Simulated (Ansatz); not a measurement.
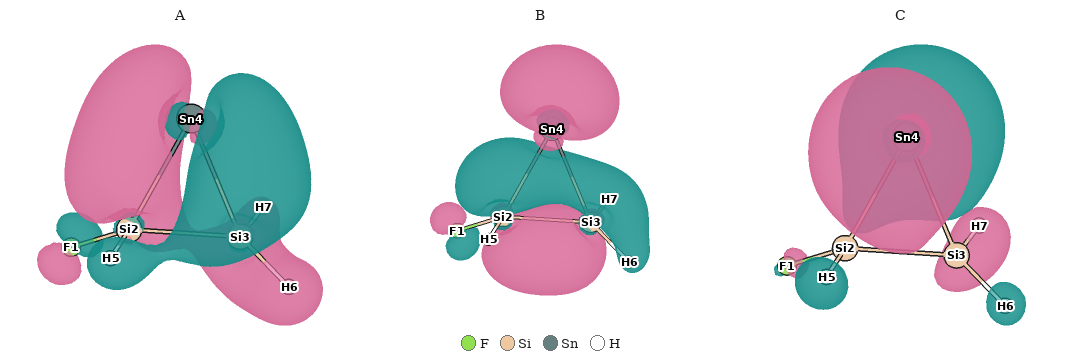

Figure 1: FH₃Si₂Sn. Three frontier orbitals at ±0.08 Å⁻³ᐟ² (teal and pink are the two phases), in no order.

Geometry: PBE0-D3(BJ)/def2-SVP; core potentials replace the inner electrons of Sn.

The calculation used Ansatz, isolated molecule in a Gaussian basis; Kohn-Sham density functional theory, functional PBE0.

```json
{"atom": "F", "x (Å)": "0.9471", "y (Å)": "3.6647", "z (Å)": "-0.0264"}
{"atom": "Si", "x (Å)": "1.4395", "y (Å)": "2.4941", "z (Å)": "1.0021"}
{"atom": "Si", "x (Å)": "2.1993", "y (Å)": "0.4169", "z (Å)": "0.5395"}
{"atom": "Sn", "x (Å)": "3.7583", "y (Å)": "1.9594", "z (Å)": "2.1497"}
{"atom": "H", "x (Å)": "0.4571", "y (Å)": "2.3946", "z (Å)": "2.1309"}
{"atom": "H", "x (Å)": "1.5330", "y (Å)": "-0.9171", "z (Å)": "0.6260"}
{"atom": "H", "x (Å)": "3.2227", "y (Å)": "0.4478", "z (Å)": "-0.5634"}
```

Q: Which picture is the HOMO−1, the HOMO and the LUMO?

A: A is the HOMO−1 (−6.43 eV). Its weight (Hirshfeld) is mainly on Sn4 (about 45 %), Si3 (about 25 %) and Si2 (about 20 %). B is the HOMO (−6.06 eV). Its weight (Hirshfeld) is mainly on Sn4 (about 40 %), Si2 (about 25 %) and Si3 (about 25 %). C is the LUMO (−3.47 eV). By Hirshfeld shares it lies mainly on Sn4 (about 80 %), Si2 (about 10 %) and Si3 (about 10 %).

Q: What is the HOMO–LUMO gap?

A: 2.59 eV between the orbital energies.
